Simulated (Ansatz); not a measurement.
# Li+ with SiH4O: interaction against distance, part 1 of 2

Aim: pull the two fragments apart and push them together, rigidly along the line between their mean positions, and follow the counterpoise interaction energy.

Method: single points in def2-TZVPPD, with counterpoise; program: Ansatz 0.2.0, Gaussian basis.

Correlated methods freeze the cores. The outer core shell of Li, Na, Mg and K is correlated. B3LYP uses VWN-RPA correlation.

7 further runs of the same task are left out: 1 that didn't finish, 6 set aside as unsound or not needed.

**1. The system as given**

The relaxed pair: 7 atoms, charge 1, spin multiplicity 1.

Atoms are counted from 1 here; the program's logs count them from 0.

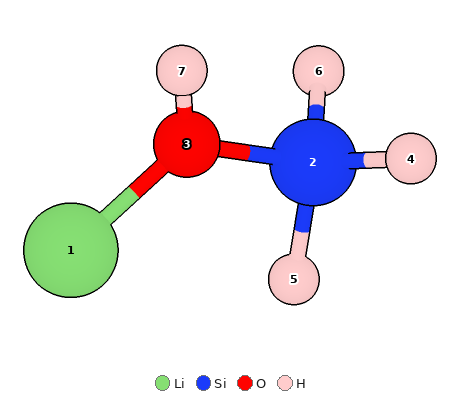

The starting geometry (lithium green, silicon blue, oxygen red, hydrogen pink); atoms are numbered from 1 in the order of the file.

Geometry (Å):

```xyz
7
charge 1, multiplicity 1
Li   -1.82966   -0.34118   -1.55014
Si    0.75624    0.02533    0.18250
O    -0.95570    0.02614   -0.00030
H     1.11120   -1.00784    1.17354
H     1.17637   -0.32812   -1.19257
H     1.17564    1.38264    0.57918
H    -1.43409    0.24303    0.80789
```

Atoms 1 to 1 are fragment A, the rest fragment B. The contact Li1–O3 is 1.82 Å. Interaction at this geometry, from earlier runs: PBE-D4 -36.27, r2SCAN-D4 -34.96, PBE0-D4 -37.39, B3LYP-D4 -37.95, wB97M-V -36.80, Hartree-Fock -37.99, MP2 -35.29, CCSD -35.99, CCSD(T) -35.46 kcal/mol. Each point needs the pair (ab) and both fragments with ghost atoms (a, b).

**2. B moved by -0.18 Å, CCSD(T)/def2-TZVPPD**

ab/in.yaml

```yaml
crystal:
  periodic: [false, false, false]
  atoms:
    - {symbol: Li, position_ang: [-1.829659, -0.341177, -1.550137]}
    - {symbol: Si, position_ang: [0.619004, -0.000260, 0.066233]}
    - {symbol: O, position_ang: [-1.092931, 0.000546, -0.116573]}
    - {symbol: H, position_ang: [0.973962, -1.033432, 1.057265]}
    - {symbol: H, position_ang: [1.039133, -0.353713, -1.308836]}
    - {symbol: H, position_ang: [1.038409, 1.357053, 0.462910]}
    - {symbol: H, position_ang: [-1.571330, 0.217441, 0.691615]}
basis:
  gaussian: {orbitals: "def2-TZVPPD.json"}
total_charge: 1
correlation: {method: ccsd_t}
```

a/in.yaml

```yaml
crystal:
  periodic: [false, false, false]
  atoms:
    - {symbol: Li, position_ang: [-1.829659, -0.341177, -1.550137]}
basis:
  gaussian:
    orbitals: "def2-TZVPPD.json"
    ghost_atoms:
      - {symbol: Si, position_ang: [0.619004, -0.000260, 0.066233]}
      - {symbol: O, position_ang: [-1.092931, 0.000546, -0.116573]}
      - {symbol: H, position_ang: [0.973962, -1.033432, 1.057265]}
      - {symbol: H, position_ang: [1.039133, -0.353713, -1.308836]}
      - {symbol: H, position_ang: [1.038409, 1.357053, 0.462910]}
      - {symbol: H, position_ang: [-1.571330, 0.217441, 0.691615]}
total_charge: 1
correlation: {method: ccsd_t}
```

b/in.yaml

```yaml
crystal:
  periodic: [false, false, false]
  atoms:
    - {symbol: Si, position_ang: [0.619004, -0.000260, 0.066233]}
    - {symbol: O, position_ang: [-1.092931, 0.000546, -0.116573]}
    - {symbol: H, position_ang: [0.973962, -1.033432, 1.057265]}
    - {symbol: H, position_ang: [1.039133, -0.353713, -1.308836]}
    - {symbol: H, position_ang: [1.038409, 1.357053, 0.462910]}
    - {symbol: H, position_ang: [-1.571330, 0.217441, 0.691615]}
basis:
  gaussian:
    orbitals: "def2-TZVPPD.json"
    ghost_atoms:
      - {symbol: Li, position_ang: [-1.829659, -0.341177, -1.550137]}
correlation: {method: ccsd_t}
```

The basis file named in the input lies beside it (Basis Set Exchange, JSON).

The command line of these runs was not kept.

Output in ab:

```text
Functional definition: HF
  name "HF"
  cite "Fock, Z. Phys. 61, 126 (1930) doi:10.1007/BF01340294"
  parent pbe
  exchange = exact_x
  correlation = 0
1056 factors; integrals over basis functions are off by at most 1.2e-3 eV
mean field evaluation 1: about -10156.3711 eV, gradient 6.5e1 eV
mean field evaluation 2: about -10156.3742 eV, gradient 6.5e1 eV
mean field evaluation 4: about -10163.3520 eV, gradient 2.8e0 eV
mean field evaluation 8: about -10163.3834 eV, gradient 1.2e-1 eV
mean field evaluation 16: about -10163.3787 eV, gradient 5.0e-1 eV
mean field -10163.38350735 eV, -373.4974549065 hartree, gradient 1.0e-6 eV, S^2 0.000000; 0 other end points of the search recorded, 0 dependent functions left out
6 core orbitals not correlated: weight in the atoms' cores, before any rotation towards them, 1.000 or more for the frozen orbitals, at most 0.000 for the correlated occupied ones
reference -10163.38350735 eV, -373.4974549065 hartree; 8, 8 occupied and 164, 164 virtual orbitals, 1056 factors
second order -11.04923263 eV of doubles, -0.00000000 eV of singles
cycle   1  -11.51250948 eV  change   -4.6e-1 eV  update   6.7e-2
cycle   2  -11.81018305 eV  change   -3.0e-1 eV  update   2.0e-2
cycle   3  -11.86203289 eV  change   -5.2e-2 eV  update   8.7e-3
cycle   4  -11.85471340 eV  change    7.3e-3 eV  update   1.9e-3
cycle   5  -11.85484229 eV  change   -1.3e-4 eV  update   6.8e-4
cycle   6  -11.85499859 eV  change   -1.6e-4 eV  update   1.7e-4
cycle   7  -11.85493239 eV  change    6.6e-5 eV  update   5.3e-5
cycle   8  -11.85491940 eV  change    1.3e-5 eV  update   1.5e-5
perturbative correction -0.32296854 eV, -0.0118688749 hartree
Total energy: -10175.56139529 eV, -373.9449840337 hartree
```

Log of a:

```text
[... 6 set-up lines as earlier in the session ...]
1061 factors; integrals over basis functions are off by at most 1.1e-3 eV
mean field evaluation 1: about -196.9119 eV, gradient 2.8e-2 eV
mean field evaluation 2: about -196.9119 eV, gradient 2.8e-2 eV
mean field evaluation 4: about -196.9119 eV, gradient 6.8e-6 eV
mean field -196.91189041 eV, -7.2363785008 hartree, gradient 6.8e-6 eV, S^2 0.000000; 0 other end points of the search recorded, 0 dependent functions left out
reference -196.91189041 eV, -7.2363785008 hartree; 1, 1 occupied and 177, 177 virtual orbitals, 1061 factors
second order -0.82127278 eV of doubles, -0.00000000 eV of singles
cycle   1  -0.92286880 eV  change   -1.0e-1 eV  update   6.5e-3
cycle   2  -0.93928133 eV  change   -1.6e-2 eV  update   1.1e-3
cycle   3  -0.93913886 eV  change    1.4e-4 eV  update   9.5e-5
cycle   4  -0.93913896 eV  change   -9.2e-8 eV  update   5.2e-6
cycle   5  -0.93913956 eV  change   -6.1e-7 eV  update   8.2e-7
perturbative correction 0.00000000 eV, 0.0000000000 hartree
Total energy: -197.85102997 eV, -7.2708912432 hartree
```

b printed, cut to the lines that bear on the results:

```text
[... 4 set-up lines as earlier in the session ...]
[...]
990 factors; integrals over basis functions are off by at most 1.1e-3 eV
[...]
mean field -9964.95054057 eV, -366.2051778797 hartree, gradient 8.7e-7 eV, S^2 0.000000; 0 other end points of the search recorded, 0 dependent functions left out
6 core orbitals not correlated: weight in the atoms' cores, before any rotation towards them, 1.000 or more for the frozen orbitals, at most 0.000 for the correlated occupied ones
reference -9964.95054057 eV, -366.2051778797 hartree; 7, 7 occupied and 165, 165 virtual orbitals, 990 factors
second order -10.37352258 eV of doubles, -0.00000000 eV of singles
cycle   1  -10.66789778 eV  change   -2.9e-1 eV  update   7.4e-2
[...]
cycle   9  -11.02105354 eV  change   -1.0e-5 eV  update   1.5e-5
perturbative correction -0.35024650 eV, -0.0128713215 hartree
Total energy: -9976.32184061 eV, -366.6230654485 hartree
```

They took 20 s (ab), 6 s (a), 17 s (b) on 2 threads, shared host; peak memory 1.8 GiB.

This point gives -32.02 kcal/mol.

**3. B moved by -0.09 Å, CCSD(T)/def2-TZVPPD**

ab/in.yaml

```yaml
crystal:
  periodic: [false, false, false]
  atoms:
    - {symbol: Li, position_ang: [-1.829659, -0.341177, -1.550137]}
    - {symbol: Si, position_ang: [0.687622, 0.012535, 0.124368]}
    - {symbol: O, position_ang: [-1.024314, 0.013341, -0.058438]}
    - {symbol: H, position_ang: [1.042579, -1.020637, 1.115401]}
    - {symbol: H, position_ang: [1.107751, -0.340918, -1.250701]}
    - {symbol: H, position_ang: [1.107027, 1.369848, 0.521045]}
    - {symbol: H, position_ang: [-1.502712, 0.230237, 0.749750]}
basis:
  gaussian: {orbitals: "def2-TZVPPD.json"}
total_charge: 1
correlation: {method: ccsd_t}
```

a/in.yaml

```yaml
crystal:
  periodic: [false, false, false]
  atoms:
    - {symbol: Li, position_ang: [-1.829659, -0.341177, -1.550137]}
basis:
  gaussian:
    orbitals: "def2-TZVPPD.json"
    ghost_atoms:
      - {symbol: Si, position_ang: [0.687622, 0.012535, 0.124368]}
      - {symbol: O, position_ang: [-1.024314, 0.013341, -0.058438]}
      - {symbol: H, position_ang: [1.042579, -1.020637, 1.115401]}
      - {symbol: H, position_ang: [1.107751, -0.340918, -1.250701]}
      - {symbol: H, position_ang: [1.107027, 1.369848, 0.521045]}
      - {symbol: H, position_ang: [-1.502712, 0.230237, 0.749750]}
total_charge: 1
correlation: {method: ccsd_t}
```

b/in.yaml

```yaml
crystal:
  periodic: [false, false, false]
  atoms:
    - {symbol: Si, position_ang: [0.687622, 0.012535, 0.124368]}
    - {symbol: O, position_ang: [-1.024314, 0.013341, -0.058438]}
    - {symbol: H, position_ang: [1.042579, -1.020637, 1.115401]}
    - {symbol: H, position_ang: [1.107751, -0.340918, -1.250701]}
    - {symbol: H, position_ang: [1.107027, 1.369848, 0.521045]}
    - {symbol: H, position_ang: [-1.502712, 0.230237, 0.749750]}
basis:
  gaussian:
    orbitals: "def2-TZVPPD.json"
    ghost_atoms:
      - {symbol: Li, position_ang: [-1.829659, -0.341177, -1.550137]}
correlation: {method: ccsd_t}
```

ab printed, cut to the lines that bear on the results:

```text
[... 4 set-up lines as earlier in the session ...]
[...]
1056 factors; integrals over basis functions are off by at most 1.2e-3 eV
[...]
mean field -10163.48174431 eV, -373.5010650482 hartree, gradient 1.3e-6 eV, S^2 0.000000; 0 other end points of the search recorded, 0 dependent functions left out
6 core orbitals not correlated: weight in the atoms' cores, before any rotation towards them, 1.000 or more for the frozen orbitals, at most 0.000 for the correlated occupied ones
reference -10163.48174431 eV, -373.5010650482 hartree; 8, 8 occupied and 164, 164 virtual orbitals, 1056 factors
second order -11.06136699 eV of doubles, -0.00000000 eV of singles
cycle   1  -11.51727299 eV  change   -4.6e-1 eV  update   6.8e-2
[...]
cycle   8  -11.86198448 eV  change    1.4e-5 eV  update   1.5e-5
perturbative correction -0.32491813 eV, -0.0119405211 hartree
Total energy: -10175.66864692 eV, -373.9489254584 hartree
```

a printed:

```text
[... 6 set-up lines as earlier in the session ...]
1061 factors; integrals over basis functions are off by at most 1.1e-3 eV
mean field evaluation 1: about -196.9119 eV, gradient 2.8e-2 eV
mean field evaluation 2: about -196.9119 eV, gradient 2.8e-2 eV
mean field evaluation 4: about -196.9119 eV, gradient 8.0e-6 eV
mean field -196.91188693 eV, -7.2363783730 hartree, gradient 8.0e-6 eV, S^2 0.000000; 0 other end points of the search recorded, 0 dependent functions left out
reference -196.91188693 eV, -7.2363783730 hartree; 1, 1 occupied and 177, 177 virtual orbitals, 1061 factors
second order -0.82062022 eV of doubles, -0.00000000 eV of singles
cycle   1  -0.92207219 eV  change   -1.0e-1 eV  update   6.5e-3
cycle   2  -0.93844180 eV  change   -1.6e-2 eV  update   1.1e-3
cycle   3  -0.93829907 eV  change    1.4e-4 eV  update   9.5e-5
cycle   4  -0.93829930 eV  change   -2.4e-7 eV  update   5.0e-6
cycle   5  -0.93829991 eV  change   -6.1e-7 eV  update   8.1e-7
perturbative correction -0.00000000 eV, -0.0000000000 hartree
Total energy: -197.85018684 eV, -7.2708602586 hartree
```

Log of b, cut to the lines that bear on the results:

```text
[... 4 set-up lines as earlier in the session ...]
[...]
991 factors; integrals over basis functions are off by at most 1.1e-3 eV
[...]
mean field -9964.95049369 eV, -366.2051761572 hartree, gradient 9.0e-7 eV, S^2 0.000000; 0 other end points of the search recorded, 0 dependent functions left out
6 core orbitals not correlated: weight in the atoms' cores, before any rotation towards them, 1.000 or more for the frozen orbitals, at most 0.000 for the correlated occupied ones
reference -9964.95049369 eV, -366.2051761572 hartree; 7, 7 occupied and 165, 165 virtual orbitals, 991 factors
second order -10.37225765 eV of doubles, -0.00000000 eV of singles
cycle   1  -10.66675482 eV  change   -2.9e-1 eV  update   7.4e-2
[...]
cycle   9  -11.01989942 eV  change   -1.0e-5 eV  update   1.5e-5
perturbative correction -0.35013119 eV, -0.0128670838 hartree
Total energy: -9976.32052431 eV, -366.6230170753 hartree
```

Wall times: 20 s (ab), 6 s (a), 17 s (b) on 2 threads, shared host; peak memory 1.8 GiB.

ab − a − b = -34.54 kcal/mol.

**4. B moved by +0.09 Å, CCSD(T)/def2-TZVPPD**

ab/in.yaml

```yaml
crystal:
  periodic: [false, false, false]
  atoms:
    - {symbol: Li, position_ang: [-1.829659, -0.341177, -1.550137]}
    - {symbol: Si, position_ang: [0.824857, 0.038125, 0.240638]}
    - {symbol: O, position_ang: [-0.887078, 0.038932, 0.057832]}
    - {symbol: H, position_ang: [1.179814, -0.995047, 1.231671]}
    - {symbol: H, position_ang: [1.244986, -0.315327, -1.134430]}
    - {symbol: H, position_ang: [1.244262, 1.395438, 0.637316]}
    - {symbol: H, position_ang: [-1.365477, 0.255827, 0.866021]}
basis:
  gaussian: {orbitals: "def2-TZVPPD.json"}
total_charge: 1
correlation: {method: ccsd_t}
```

a/in.yaml

```yaml
crystal:
  periodic: [false, false, false]
  atoms:
    - {symbol: Li, position_ang: [-1.829659, -0.341177, -1.550137]}
basis:
  gaussian:
    orbitals: "def2-TZVPPD.json"
    ghost_atoms:
      - {symbol: Si, position_ang: [0.824857, 0.038125, 0.240638]}
      - {symbol: O, position_ang: [-0.887078, 0.038932, 0.057832]}
      - {symbol: H, position_ang: [1.179814, -0.995047, 1.231671]}
      - {symbol: H, position_ang: [1.244986, -0.315327, -1.134430]}
      - {symbol: H, position_ang: [1.244262, 1.395438, 0.637316]}
      - {symbol: H, position_ang: [-1.365477, 0.255827, 0.866021]}
total_charge: 1
correlation: {method: ccsd_t}
```

b/in.yaml

```yaml
crystal:
  periodic: [false, false, false]
  atoms:
    - {symbol: Si, position_ang: [0.824857, 0.038125, 0.240638]}
    - {symbol: O, position_ang: [-0.887078, 0.038932, 0.057832]}
    - {symbol: H, position_ang: [1.179814, -0.995047, 1.231671]}
    - {symbol: H, position_ang: [1.244986, -0.315327, -1.134430]}
    - {symbol: H, position_ang: [1.244262, 1.395438, 0.637316]}
    - {symbol: H, position_ang: [-1.365477, 0.255827, 0.866021]}
basis:
  gaussian:
    orbitals: "def2-TZVPPD.json"
    ghost_atoms:
      - {symbol: Li, position_ang: [-1.829659, -0.341177, -1.550137]}
correlation: {method: ccsd_t}
```

Output in ab, cut to the lines that bear on the results:

```text
[... 4 set-up lines as earlier in the session ...]
[...]
1056 factors; integrals over basis functions are off by at most 1.2e-3 eV
[...]
mean field -10163.49131471 eV, -373.5014167537 hartree, gradient 1.7e-6 eV, S^2 0.000000; 0 other end points of the search recorded, 0 dependent functions left out
6 core orbitals not correlated: weight in the atoms' cores, before any rotation towards them, 1.000 or more for the frozen orbitals, at most 0.000 for the correlated occupied ones
reference -10163.49131471 eV, -373.5014167537 hartree; 8, 8 occupied and 164, 164 virtual orbitals, 1056 factors
second order -11.08598149 eV of doubles, -0.00000000 eV of singles
cycle   1  -11.52794293 eV  change   -4.4e-1 eV  update   6.9e-2
[...]
cycle   8  -11.87707035 eV  change    1.6e-5 eV  update   1.5e-5
perturbative correction -0.32886110 eV, -0.0120854224 hartree
Total energy: -10175.69724615 eV, -373.9499764608 hartree
```

Log of a, cut to the lines that bear on the results:

```text
[... 4 set-up lines as earlier in the session ...]
[...]
1061 factors; integrals over basis functions are off by at most 1.1e-3 eV
[...]
mean field -196.91187594 eV, -7.2363779690 hartree, gradient 6.4e-7 eV, S^2 0.000000; 0 other end points of the search recorded, 0 dependent functions left out
reference -196.91187594 eV, -7.2363779690 hartree; 1, 1 occupied and 177, 177 virtual orbitals, 1061 factors
second order -0.81943392 eV of doubles, -0.00000000 eV of singles
cycle   1  -0.92062220 eV  change   -1.0e-1 eV  update   6.5e-3
[...]
cycle   5  -0.93677459 eV  change   -5.6e-7 eV  update   7.9e-7
perturbative correction 0.00000000 eV, 0.0000000000 hartree
Total energy: -197.84865052 eV, -7.2708038001 hartree
```

b printed, cut to the lines that bear on the results:

```text
[... 4 set-up lines as earlier in the session ...]
[...]
991 factors; integrals over basis functions are off by at most 1.1e-3 eV
[...]
mean field -9964.95044306 eV, -366.2051742964 hartree, gradient 9.1e-7 eV, S^2 0.000000; 0 other end points of the search recorded, 0 dependent functions left out
6 core orbitals not correlated: weight in the atoms' cores, before any rotation towards them, 1.000 or more for the frozen orbitals, at most 0.000 for the correlated occupied ones
reference -9964.95044306 eV, -366.2051742964 hartree; 7, 7 occupied and 165, 165 virtual orbitals, 991 factors
second order -10.37045542 eV of doubles, -0.00000000 eV of singles
cycle   1  -10.66514899 eV  change   -2.9e-1 eV  update   7.4e-2
[...]
cycle   9  -11.01827028 eV  change   -1.0e-5 eV  update   1.5e-5
perturbative correction -0.34995536 eV, -0.0128606224 hartree
Total energy: -9976.31866871 eV, -366.6229488833 hartree
```

They took 20 s (ab), 6 s (a), 17 s (b) on 2 threads, shared host; peak memory 1.8 GiB.

ab − a − b = -35.28 kcal/mol.

**5. B moved by +0.22 Å, CCSD(T)/def2-TZVPPD**

ab/in.yaml

```yaml
crystal:
  periodic: [false, false, false]
  atoms:
    - {symbol: Li, position_ang: [-1.829659, -0.341177, -1.550137]}
    - {symbol: Si, position_ang: [0.920922, 0.056039, 0.322027]}
    - {symbol: O, position_ang: [-0.791014, 0.056845, 0.139222]}
    - {symbol: H, position_ang: [1.275879, -0.977133, 1.313060]}
    - {symbol: H, position_ang: [1.341050, -0.297414, -1.053041]}
    - {symbol: H, position_ang: [1.340326, 1.413352, 0.718705]}
    - {symbol: H, position_ang: [-1.269413, 0.273740, 0.947410]}
basis:
  gaussian: {orbitals: "def2-TZVPPD.json"}
total_charge: 1
correlation: {method: ccsd_t}
```

a/in.yaml

```yaml
crystal:
  periodic: [false, false, false]
  atoms:
    - {symbol: Li, position_ang: [-1.829659, -0.341177, -1.550137]}
basis:
  gaussian:
    orbitals: "def2-TZVPPD.json"
    ghost_atoms:
      - {symbol: Si, position_ang: [0.920922, 0.056039, 0.322027]}
      - {symbol: O, position_ang: [-0.791014, 0.056845, 0.139222]}
      - {symbol: H, position_ang: [1.275879, -0.977133, 1.313060]}
      - {symbol: H, position_ang: [1.341050, -0.297414, -1.053041]}
      - {symbol: H, position_ang: [1.340326, 1.413352, 0.718705]}
      - {symbol: H, position_ang: [-1.269413, 0.273740, 0.947410]}
total_charge: 1
correlation: {method: ccsd_t}
```

b/in.yaml

```yaml
crystal:
  periodic: [false, false, false]
  atoms:
    - {symbol: Si, position_ang: [0.920922, 0.056039, 0.322027]}
    - {symbol: O, position_ang: [-0.791014, 0.056845, 0.139222]}
    - {symbol: H, position_ang: [1.275879, -0.977133, 1.313060]}
    - {symbol: H, position_ang: [1.341050, -0.297414, -1.053041]}
    - {symbol: H, position_ang: [1.340326, 1.413352, 0.718705]}
    - {symbol: H, position_ang: [-1.269413, 0.273740, 0.947410]}
basis:
  gaussian:
    orbitals: "def2-TZVPPD.json"
    ghost_atoms:
      - {symbol: Li, position_ang: [-1.829659, -0.341177, -1.550137]}
correlation: {method: ccsd_t}
```

Log of ab, cut to the lines that bear on the results:

```text
[... 4 set-up lines as earlier in the session ...]
[...]
1057 factors; integrals over basis functions are off by at most 1.2e-3 eV
[...]
mean field -10163.41712857 eV, -373.4986904633 hartree, gradient 1.9e-6 eV, S^2 0.000000; 0 other end points of the search recorded, 0 dependent functions left out
6 core orbitals not correlated: weight in the atoms' cores, before any rotation towards them, 1.000 or more for the frozen orbitals, at most 0.000 for the correlated occupied ones
reference -10163.41712857 eV, -373.4986904633 hartree; 8, 8 occupied and 164, 164 virtual orbitals, 1057 factors
second order -11.10170285 eV of doubles, -0.00000000 eV of singles
cycle   1  -11.53506097 eV  change   -4.3e-1 eV  update   6.9e-2
[...]
cycle   9  -11.88696933 eV  change    6.8e-7 eV  update   5.6e-6
perturbative correction -0.33146950 eV, -0.0121812794 hartree
Total energy: -10175.63556739 eV, -373.9477098082 hartree
```

Log of a, cut to the lines that bear on the results:

```text
[... 4 set-up lines as earlier in the session ...]
[...]
1062 factors; integrals over basis functions are off by at most 1.1e-3 eV
[...]
mean field -196.91186877 eV, -7.2363777057 hartree, gradient 7.1e-7 eV, S^2 0.000000; 0 other end points of the search recorded, 0 dependent functions left out
reference -196.91186877 eV, -7.2363777057 hartree; 1, 1 occupied and 177, 177 virtual orbitals, 1062 factors
second order -0.81873772 eV of doubles, -0.00000000 eV of singles
cycle   1  -0.91977251 eV  change   -1.0e-1 eV  update   6.5e-3
[...]
cycle   5  -0.93588228 eV  change   -5.9e-7 eV  update   7.7e-7
perturbative correction 0.00000000 eV, 0.0000000000 hartree
Total energy: -197.84775105 eV, -7.2707707452 hartree
```

Log of b, cut to the lines that bear on the results:

```text
[... 4 set-up lines as earlier in the session ...]
[...]
992 factors; integrals over basis functions are off by at most 1.1e-3 eV
[...]
mean field -9964.95042615 eV, -366.2051736751 hartree, gradient 9.3e-7 eV, S^2 0.000000; 0 other end points of the search recorded, 0 dependent functions left out
6 core orbitals not correlated: weight in the atoms' cores, before any rotation towards them, 1.000 or more for the frozen orbitals, at most 0.000 for the correlated occupied ones
reference -9964.95042615 eV, -366.2051736751 hartree; 7, 7 occupied and 165, 165 virtual orbitals, 992 factors
second order -10.36964507 eV of doubles, -0.00000000 eV of singles
cycle   1  -10.66445145 eV  change   -2.9e-1 eV  update   7.4e-2
[...]
cycle   9  -11.01755234 eV  change   -1.0e-5 eV  update   1.5e-5
perturbative correction -0.34986674 eV, -0.0128573654 hartree
Total energy: -9976.31784522 eV, -366.6229186209 hartree
```

Times: 21 s (ab), 6 s (a), 17 s (b) on 2 threads, shared host; peak memory 1.8 GiB.

ab − a − b = -33.90 kcal/mol.

(Continued in part 2 of 2.)
